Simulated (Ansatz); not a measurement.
# V wire along [111], 4 atoms a period: bands along the axis

Aim: is the V wire along [111], 4 atoms a period a metal or a semiconductor?

Calculated with Ansatz 0.2.0; DFT PBE, plane waves, PAW; relaxation of a wire's period; PAW set soft_1, in the first sound run; inputs show where later runs differ.

## Step 1: Set-up

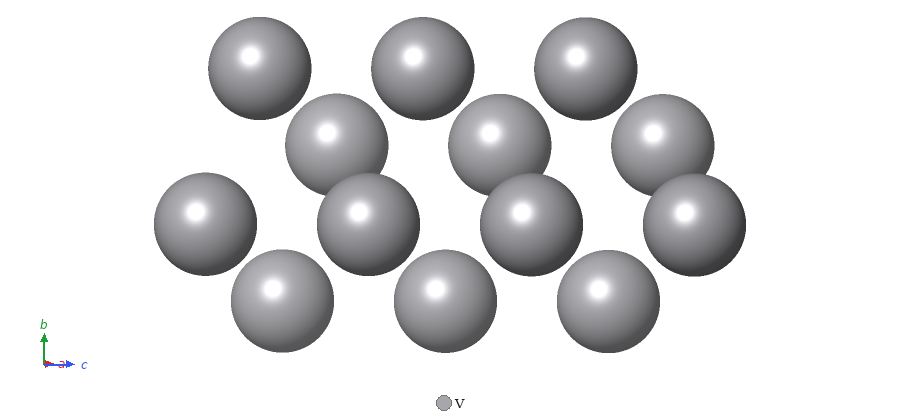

The starting structure, seen from the side, with the c axis across the page (vanadium grey). 1×1×3 cells are drawn. Some periodic images of atoms are drawn too.

The cell holds 4 atoms: 4 V. Cell: a = 8.914 Å, b = 10.462 Å, c = 2.589 Å, α = 90.0°, β = 90.0°, γ = 90.0°. Vacuum lies along a and b. The structure's axis is c.

## Step 2: Relaxation of atoms and period

Band widths follow the bond lengths, so the wire is relaxed first. The atoms and the third cell vector are free; the box across stays fixed as vacuum. A Fermi-Dirac smearing is set since the result may be a metal. The pressure printed is a third of the stress's trace over the whole box, vacuum included; only the stress along the axis is relaxed.

Contents of input.yaml:

```yaml
crystal:
  lattice:
    - [8.914, 0.0, 0.0]
    - [0.0, 10.462, 0.0]
    - [0.0, 0.0, 2.5894159573]
  atoms:
    - { symbol: V, position: [0.381422481, 0.441661479, 0.0] }
    - { symbol: V, position: [0.381422481, 0.675013111, 0.333333333] }
    - { symbol: V, position: [0.618605483, 0.324985662, 0.333333333] }
    - { symbol: V, position: [0.618605483, 0.558337295, 0.666666667] }
kpoints:
  mp_grid: { grid: [1, 1, 31] }
scf:
  occupations: { method: fermi_dirac, width: 0.05 }
hamiltonian:
  xc: pbe
  pseudopotentials: { kind: paw, azcp: { folder: soft_1 } }
relax:
  cell: { fix: [a, b, alpha, beta, gamma] }
  max_steps: 45
  f_tol: 0.03
```

Started as:

```sh
$ ansatz run input.yaml --threads 4 --pin off --max-ram 16384MiB --backend cpu --events-out ev --progress --plain --runs-dir out
```

Numbers of over 12 decimals in the logs are rounded to 6 here.

Output:

```text
Engine: ansatz 0.2.0, aarch64-unknown-linux-gnu
Pseudopotentials: kind: paw
Pseudopotential: V, paw, valence charge 13, recommended cutoff 420 eV (normal), soft_1/V.paw.azcp
Functional definition: PBE
  parameter kappa = 0.804
  parameter beta = 0.066725
  exchange = pbe_x(kappa = kappa, mu = beta*pi^2/3)
  correlation = pbe_c(beta = beta)
Crystal: 4 atoms, lattice volume = 241.484 Å³
Basis set: ecut = 420 eV, 4747 PW (Γ), exchange–correlation on 120×144×36 points (8 copies of the dense FFT grid, shifted against one another)
Bands: 32, of which v1, the nominal top of the filled ones, is band 26 counted from 1 (25 counted from 0)
Symmetry: 2 space group operations
Space group: P-1 (ITA 2), of the structure as read, at distance tolerance 6.2e-5 Å
k-points: 16 of 31
Non-local potential: V, projectors of the file, l = 0: 3, l = 1: 2, l = 2: 3, l = 3: 1
PAW form: soft (Blöchl's): semilocal exchange-correlation on the pseudo side does not see the compensation charge
PAW one-centre angular grid: V, 590 points (default); XC on 64 Gauss nodes
Initial density: superposition of atomic densities (neutral atoms: chi_scale 0, normalization atom)
Initial wavefunctions: pseudopotential atomic-orbital guess
Functional: x = pbe(κ = 0.804, μ = 0.219515), c = pbe(β = 0.066725)
SCF iter   1: F=—  HF=-11647.894556 eV  |F-HF|=—  |Δ(HF+E_count)|=         —  Δρ=5.72e-2  dr2=3.71e1  ethr=3.10e-3  ⟨swp⟩=8.2  Hψ=2363  notcnv=0
preconditioner: auto → LDOS  [metal: Δε(μ)=0.036 eV  Ē_g=2.717 eV  σ=0.050 eV  W_gap=0.17  n_scr=30 (ndim 8)  ℏωp=10.7 eV  f_vac=0.518  D(μ)=7.86/eV (n_scr^D=44)  β→1.0]
SCF iter   2: F=—  HF=-11649.121244 eV  |F-HF|=—  |Δ(HF+E_count)|=    1.23e0  Δρ=1.02e-1  dr2=9.91e1  ethr=3.10e-3  ⟨swp⟩=4.9  Hψ=1737  notcnv=0  recentre
SCF iter   3: F=—  HF=-11642.149654 eV  |F-HF|=—  |Δ(HF+E_count)|=    6.97e0  Δρ=2.16e-2  dr2=5.24e0  ethr=3.10e-3  ⟨swp⟩=4.9  Hψ=1560  notcnv=0
SCF iter   4: F=—  HF=-11641.421628 eV  |F-HF|=—  |Δ(HF+E_count)|=   7.28e-1  Δρ=1.79e-2  dr2=8.33e-1  ethr=3.10e-3  ⟨swp⟩=5.1  Hψ=1259  notcnv=0
SCF iter   5: F=—  HF=-11641.295432 eV  |F-HF|=—  |Δ(HF+E_count)|=   1.26e-1  Δρ=3.73e-3  dr2=6.72e-2  ethr=1.60e-3  ⟨swp⟩=2.9  Hψ=899  notcnv=0
SCF iter   6: F=—  HF=-11641.296738 eV  |F-HF|=—  |Δ(HF+E_count)|=   1.31e-3  Δρ=2.23e-3  dr2=3.31e-2  ethr=1.29e-4  ⟨swp⟩=2.3  Hψ=845  notcnv=0
SCF iter   7: F=—  HF=-11641.293029 eV  |F-HF|=—  |Δ(HF+E_count)|=   3.71e-3  Δρ=7.34e-4  dr2=1.94e-3  ethr=6.36e-5  ⟨swp⟩=2.0  Hψ=739  notcnv=0
SCF iter   8: F=—  HF=-11641.293841 eV  |F-HF|=—  |Δ(HF+E_count)|=   8.12e-4  Δρ=2.36e-4  dr2=2.24e-4  ethr=3.73e-6  ⟨swp⟩=2.0  Hψ=688  notcnv=0
SCF iter   9: F=—  HF=-11641.293957 eV  |F-HF|=—  |Δ(HF+E_count)|=   1.15e-4  Δρ=1.90e-4  dr2=1.61e-4  ethr=4.31e-7  ⟨swp⟩=2.8  Hψ=808  notcnv=0
SCF iter  10: F=—  HF=-11641.293958 eV  |F-HF|=—  |Δ(HF+E_count)|=   1.67e-6  Δρ=1.01e-4  dr2=3.75e-5  ethr=3.10e-7  ⟨swp⟩=1.8  Hψ=558  notcnv=0
SCF iter  11: F=—  HF=-11641.294176 eV  |F-HF|=—  |Δ(HF+E_count)|=   2.17e-4  Δρ=2.63e-5  dr2=2.89e-6  ethr=7.22e-8  ⟨swp⟩=1.7  Hψ=568  notcnv=0
SCF iter  12: F=-11641.294176 eV  HF=-11641.294176 eV  |F-HF|=1.51e-8  |Δ(HF+E_count)|=   2.82e-7  Δρ=2.76e-6  dr2=4.07e-8  ethr=1.92e-10  ⟨swp⟩=4.6  Hψ=2247  notcnv=0
SCF 1 converged in 12 iterations: F = -11641.294176 eV  dr2 = 4.07e-8
  greatest PAW one-centre occupation: 1.000 electrons in one spin orbital (limit 2), on the V atom at site 3 (counted from 0), in its partial waves of l = 0
relax step   1: F+E_penalty+E_count = -11641.29417592 eV  Δ(F+E_penalty+E_count) = +0.000e0 eV  max|allowed force component| = 1.672e0 eV/Å  Δτ_max = 0.0000 Å  P = -4.950 GPa  Ω = 241.484 Å³  fix = [a, b, alpha, beta, gamma]  reactions: a -3.521, b -4.805 GPa; alpha -0.032, beta -0.113, gamma -1.071 GPa/rad  (12 SCF iters, dr2 threshold 1.00e-7 eV, accepted)
Crystal: 4 atoms, lattice volume = 233.280 Å³
Basis set: ecut = 420 eV, 4551 PW (Γ), exchange–correlation on 120×144×36 points (8 copies of the dense FFT grid, shifted against one another)
Initial density: handed on by an earlier stage of this run
Initial wavefunctions: those handed on with the density
SCF iter   1: F=—  HF=-11642.738473 eV  |F-HF|=—  |Δ(HF+E_count)|=         —  Δρ=3.75e-2  dr2=9.40e0  ethr=3.10e-3  ⟨swp⟩=10.9  Hψ=2812  notcnv=0
preconditioner: auto → LDOS  [metal: Δε(μ)=0.020 eV  Ē_g=2.484 eV  σ=0.050 eV  W_gap=0.10  n_scr=32 (ndim 8)  ℏωp=10.9 eV  f_vac=0.591  D(μ)=9.72/eV (n_scr^D=68)  β→1.0]
SCF iter   2: F=—  HF=-11643.047874 eV  |F-HF|=—  |Δ(HF+E_count)|=   3.09e-1  Δρ=3.38e-2  dr2=9.80e0  ethr=3.10e-3  ⟨swp⟩=4.4  Hψ=1279  notcnv=0
SCF iter   3: F=—  HF=-11642.193896 eV  |F-HF|=—  |Δ(HF+E_count)|=   8.54e-1  Δρ=9.02e-3  dr2=4.74e-1  ethr=3.10e-3  ⟨swp⟩=2.4  Hψ=848  notcnv=0
SCF iter   4: F=—  HF=-11642.159094 eV  |F-HF|=—  |Δ(HF+E_count)|=   3.48e-2  Δρ=5.26e-3  dr2=1.02e-1  ethr=9.12e-4  ⟨swp⟩=2.8  Hψ=856  notcnv=0
SCF iter   5: F=—  HF=-11642.153618 eV  |F-HF|=—  |Δ(HF+E_count)|=   5.48e-3  Δρ=9.17e-4  dr2=1.64e-3  ethr=1.97e-4  ⟨swp⟩=2.2  Hψ=722  notcnv=0
SCF iter   6: F=—  HF=-11642.153904 eV  |F-HF|=—  |Δ(HF+E_count)|=   2.86e-4  Δρ=4.46e-4  dr2=6.65e-4  ethr=3.16e-6  ⟨swp⟩=3.4  Hψ=1022  notcnv=0
SCF iter   7: F=—  HF=-11642.154002 eV  |F-HF|=—  |Δ(HF+E_count)|=   9.79e-5  Δρ=9.52e-5  dr2=3.81e-5  ethr=1.28e-6  ⟨swp⟩=2.0  Hψ=676  notcnv=0
SCF iter   8: F=—  HF=-11642.153984 eV  |F-HF|=—  |Δ(HF+E_count)|=   1.75e-5  Δρ=5.44e-5  dr2=1.49e-5  ethr=7.32e-8  ⟨swp⟩=2.1  Hψ=717  notcnv=0
SCF iter   9: F=—  HF=-11642.153986 eV  |F-HF|=—  |Δ(HF+E_count)|=   1.77e-6  Δρ=3.20e-5  dr2=5.30e-6  ethr=2.87e-8  ⟨swp⟩=2.0  Hψ=681  notcnv=0
SCF iter  10: F=-11642.153986 eV  HF=-11642.153986 eV  |F-HF|=1.83e-8  |Δ(HF+E_count)|=   3.51e-7  Δρ=6.30e-6  dr2=1.76e-7  ethr=7.69e-10  ⟨swp⟩=4.0  Hψ=1963  notcnv=0
SCF 2 converged in 10 iterations: F = -11642.153986 eV  dr2 = 1.76e-7
relax step   2: F+E_penalty+E_count = -11642.15398626 eV  Δ(F+E_penalty+E_count) = -8.598e-1 eV  max|allowed force component| = 2.276e-1 eV/Å  Δτ_max = 0.1948 Å  P = -0.718 GPa  Ω = 233.280 Å³  energy of the carried Pulay correction = +1.151e-3 eV  fix = [a, b, alpha, beta, gamma]  reactions: a -0.127, b -0.411 GPa; alpha +0.220, beta +0.326, gamma -0.232 GPa/rad  (10 SCF iters, dr2 threshold 4.00e-7 eV, accepted)
Crystal: 4 atoms, lattice volume = 229.387 Å³
Basis set: ecut = 420 eV, 4443 PW (Γ), exchange–correlation on 120×144×36 points (8 copies of the dense FFT grid, shifted against one another)
iter 1 solved again at ethr=1.62e-4 eV; its pass at ethr=3.10e-3 eV (dr2=8.41e-2 eV) is discarded
[...]
relax step  18: F+E_penalty+E_count = -11642.26398941 eV  Δ(F+E_penalty+E_count) = -7.128e-4 eV  max|allowed force component| = 9.706e-2 eV/Å  Δτ_max = 0.1064 Å  P = -0.224 GPa  Ω = 221.631 Å³  energy of the carried Pulay correction = +2.856e-3 eV  fix = [a, b, alpha, beta, gamma]  reactions: a -0.151, b -0.362 GPa; alpha -0.004, beta +0.034, gamma -0.034 GPa/rad  (9 SCF iters, dr2 threshold 2.88e-7 eV, accepted)
relax step  19: F+E_penalty+E_count = -11642.26555823 eV  Δ(F+E_penalty+E_count) = -1.569e-3 eV  max|allowed force component| = 1.471e-2 eV/Å  Δτ_max = 0.0198 Å  P = -0.028 GPa  Ω = 221.631 Å³  energy of the carried Pulay correction = +2.856e-3 eV  fix = [a, b, alpha, beta, gamma]  reactions: a +0.001, b -0.111 GPa; alpha -0.008, beta +0.073, gamma -0.012 GPa/rad  (8 SCF iters, dr2 threshold 4.00e-7 eV, accepted)
relax step  20: F+E_penalty+E_count = -11642.26628830 eV  Δ(F+E_penalty+E_count) = -7.301e-4 eV  max|allowed force component| = 4.519e-2 eV/Å  Δτ_max = 0.0885 Å  P = -0.107 GPa  Ω = 221.570 Å³  energy of the carried Pulay correction = +2.865e-3 eV  fix = [a, b, alpha, beta, gamma]  reactions: a -0.064, b -0.181 GPa; alpha -0.026, beta +0.110, gamma +0.006 GPa/rad  (13 SCF iters, accepted)
relax step  21: F+E_penalty+E_count = -11642.26655483 eV  Δ(F+E_penalty+E_count) = -2.665e-4 eV  max|allowed force component| = 5.664e-2 eV/Å  Δτ_max = 0.0833 Å  P = -0.156 GPa  Ω = 221.724 Å³  energy of the carried Pulay correction = +2.842e-3 eV  fix = [a, b, alpha, beta, gamma]  reactions: a -0.057, b -0.282 GPa; alpha +0.002, beta +0.059, gamma -0.023 GPa/rad  (9 SCF iters, dr2 threshold 1.28e-7 eV, accepted)
relax step  22: F+E_penalty+E_count = -11642.26674508 eV  Δ(F+E_penalty+E_count) = -1.902e-4 eV  max|allowed force component| = 3.102e-2 eV/Å  Δτ_max = 0.0275 Å  P = -0.003 GPa  Ω = 221.897 Å³  energy of the carried Pulay correction = +2.816e-3 eV  fix = [a, b, alpha, beta, gamma]  reactions: a +0.069, b -0.083 GPa; alpha +0.003, beta +0.080, gamma -0.013 GPa/rad  (8 SCF iters, dr2 threshold 2.01e-7 eV, accepted)
relax step  23: F+E_penalty+E_count = -11642.26704192 eV  Δ(F+E_penalty+E_count) = -2.968e-4 eV  max|allowed force component| = 5.580e-3 eV/Å  Δτ_max = 0.0179 Å  P = -0.037 GPa  Ω = 221.433 Å³  energy of the carried Pulay correction = +2.885e-3 eV  fix = [a, b, alpha, beta, gamma]  reactions: a +0.010, b -0.127 GPa; alpha -0.001, beta +0.105, gamma +0.000 GPa/rad  (8 SCF iters, dr2 threshold 6.02e-8 eV, accepted)
Basis set: ecut = 420 eV, 4253 PW (Γ), exchange–correlation on 120×144×32 points (8 copies of the dense FFT grid, shifted against one another)
Initial wavefunctions: pseudopotential atomic-orbital guess (no wavefunctions were taken with the density)
iter 1 solved again at ethr=2.39e-6 eV; its pass at ethr=3.10e-3 eV (dr2=1.24e-3 eV) is discarded
SCF iter   1: F=—  HF=-11642.263180 eV  |F-HF|=—  |Δ(HF+E_count)|=         —  Δρ=1.27e-4  dr2=4.34e-6  ethr=2.39e-6  ⟨swp⟩=3.6  Hψ=3537  notcnv=0
eigensolver tolerance schedule: the retry pair's looser diagonalisation over-reported the residual by 285.29 of it (diagonalisation noise at 0.28 of the residual, at the tolerance the schedule requests for it); recorded, not acted on — ethr = c·dr2/N_el stays at c = 1.0e-1
preconditioner: auto → LDOS  [metal: Δε(μ)=0.017 eV  Ē_g=2.381 eV  σ=0.050 eV  W_gap=0.08  n_scr=32 (ndim 8)  ℏωp=11.2 eV  f_vac=0.577  D(μ)=9.09/eV (n_scr^D=56)  β→1.0]
SCF iter   2: F=—  HF=-11642.263191 eV  |F-HF|=—  |Δ(HF+E_count)|=   1.10e-5  Δρ=9.51e-5  dr2=2.14e-5  ethr=8.35e-9  ⟨swp⟩=3.1  Hψ=1092  notcnv=0
SCF iter   3: F=—  HF=-11642.263187 eV  |F-HF|=—  |Δ(HF+E_count)|=   3.54e-6  Δρ=6.17e-5  dr2=1.14e-5  ethr=8.35e-9  ⟨swp⟩=2.5  Hψ=983  notcnv=0
SCF iter   4: F=—  HF=-11642.263186 eV  |F-HF|=—  |Δ(HF+E_count)|=   1.12e-6  Δρ=1.99e-5  dr2=6.94e-7  ethr=8.35e-9  ⟨swp⟩=2.0  Hψ=665  notcnv=0
SCF iter   5: F=—  HF=-11642.263186 eV  |F-HF|=—  |Δ(HF+E_count)|=   1.62e-7  Δρ=5.94e-6  dr2=1.47e-7  ethr=1.34e-9  ⟨swp⟩=2.9  Hψ=1114  notcnv=0
SCF iter   6: F=—  HF=-11642.263186 eV  |F-HF|=—  |Δ(HF+E_count)|=   2.14e-9  Δρ=1.89e-6  dr2=2.88e-8  ethr=2.82e-10  ⟨swp⟩=2.1  Hψ=666  notcnv=0
SCF iter   7: F=—  HF=-11642.263186 eV  |F-HF|=—  |Δ(HF+E_count)|=   3.57e-9  Δρ=1.58e-6  dr2=8.59e-9  ethr=5.54e-11  ⟨swp⟩=2.0  Hψ=680  notcnv=0
SCF iter   8: F=—  HF=-11642.263186 eV  |F-HF|=—  |Δ(HF+E_count)|=  4.00e-10  Δρ=6.49e-7  dr2=2.84e-9  ethr=1.65e-11  ⟨swp⟩=2.2  Hψ=631  notcnv=0
SCF iter   9: F=—  HF=-11642.263186 eV  |F-HF|=—  |Δ(HF+E_count)|=  2.27e-10  Δρ=1.44e-7  dr2=8.31e-11  ethr=5.47e-12  ⟨swp⟩=2.0  Hψ=589  notcnv=0
SCF iter  10: F=-11642.263186 eV  HF=-11642.263186 eV  |F-HF|=5.46e-12  |Δ(HF+E_count)|=  9.09e-12  Δρ=3.64e-8  dr2=4.57e-12  ethr=1.00e-12  ⟨swp⟩=5.3  Hψ=1780  notcnv=0
SCF 24 converged in 10 iterations: F = -11642.263186 eV  dr2 = 4.57e-12
relax step  24: F+E_penalty+E_count = -11642.26318589 eV  Δ(F+E_penalty+E_count) = +3.856e-3 eV  max|allowed force component| = 5.338e-3 eV/Å  Δτ_max = 0.0000 Å  P = -0.026 GPa  Ω = 221.433 Å³  fix = [a, b, alpha, beta, gamma]  reactions: a +0.022, b -0.113 GPa; alpha -0.001, beta +0.104, gamma +0.000 GPa/rad  stress off target by 1.22e-2 GPa on what of the cell is left free  SCF on the basis re-selected at this cell (its energy is not comparable with the rows above)  (10 SCF iters)
basis re-selected at this cell: Δ(F+E_penalty+E_count) = +3.856e-3 eV, ΔP = +0.011 GPa vs the last step (what re-selecting the basis moved, of the pressure what is left beyond the Pulay correction that the steps carried, after the strain that the cell walked since its last selection, with what the two solves' SCF thresholds leave and, on support functions, any second-order correction that the steps lacked; it is no measure of the basis error at this ecutwfc). The dense FFT grid was sized anew with the basis: this SCF ran on 60×72×16 points, the steps before it on 60×72×18, so part of this shift can come from that change (see relax.cell in the input reference). [rest of the remark cut]
SCF converged after 10 iterations
Free energy (F): -11642.263186 eV
Harris-Foulkes:  -11642.263186 eV  (|F-HF|=5.46e-12)
Internal energy: -11642.188702 eV  (E = F + TS)
E sigma→0 (E₀):  -11642.225944 eV
Entropy (-TS):   -0.074484 eV (-18.621 meV/atom)
Fermi energy:    1.364083 eV
--- Per-component energies (eV) ---
  E_band       = -1373.779626
  E_kinetic    = 1183.957349
  E_local      = -18728.480857  (includes V_loc(G=0)·N_el)
  E_nonlocal   = 342.893712
  E_hartree    = 8631.293464
  E_xc         = -453.986917
  E_vxc        = -573.703716  (∫ρ·V_xc dr)
  E_paw        = -4509.310817  (= ΣΔE_a)
  E_vpaw       = -861.037251  (= ΣTr[D̂ρ^β])
  E_aug_tail   = 0.004368  (compensation charges beyond the density's cutoff)
  E_ewald      = 1891.440996
  E_smearing   = -0.074484  (= −TS)
  E_closure    = 0.000000  (closes the sum)
  Σ components = -11642.263186   (vs F -11642.263186, Δ=0.00e0)
--- Forces (eV/Å), atoms counted from 1 ---
  atom   1  V     -0.00076027     0.00068467     0.00533751
  atom   2  V      0.00161970     0.00056552     0.00036297
  atom   3  V     -0.00161970    -0.00056552    -0.00036297
  atom   4  V      0.00076027    -0.00068467    -0.00533751
  max |Σ_I F_I| component: 1.08e-19 eV/Å
--- Stress (GPa, compression-positive) ---
        0.022494      -0.000106      -0.103644
       -0.000106      -0.112832       0.000925
       -0.103644       0.000925       0.012240
  P = ⅓ Tr σ = -0.0260 GPa (-0.260 kbar)
--- Relaxed structure (23 steps of the walk, 23 accepted, 1 SCFs on fresh bases) ---
  F+E_penalty+E_count = -11642.26318589 eV   max|allowed force component| = 5.338e-3 eV/Å   (the final SCF, on the basis selected at the relaxed cell)
  cell:  # Å, volume = 221.4330 Å³
    - [8.914, 0, 0]
    - [0, 10.462, 0]
    - [0, 0, 2.374407]
  atoms:
    - { symbol: V, position: [0.365672, 0.496376, -0.00393511] }
    - { symbol: V, position: [0.493037, 0.682909, 0.332168] }
    - { symbol: V, position: [0.506991, 0.317091, 0.334499] }
    - { symbol: V, position: [0.634356, 0.503624, 0.670602] }
```

Run time: 48 s. Hardware: 4 threads of Arm Neoverse V2, shared host; peak memory 0.59 GiB; 2.9 min of CPU time.

This run has no spin polarisation, although V can carry a moment.

(Continued in part 2 of 2.)

[Logs are printed without paths, hosts, clocks, repeated set-up lines and the standing remarks that a program may print on its own settings, such as how far it seeks lower states.]

[Hosts, paths, dates, database ids (printed as entryN), source tags and the programs' standing remarks are cut or masked in the printed files.]
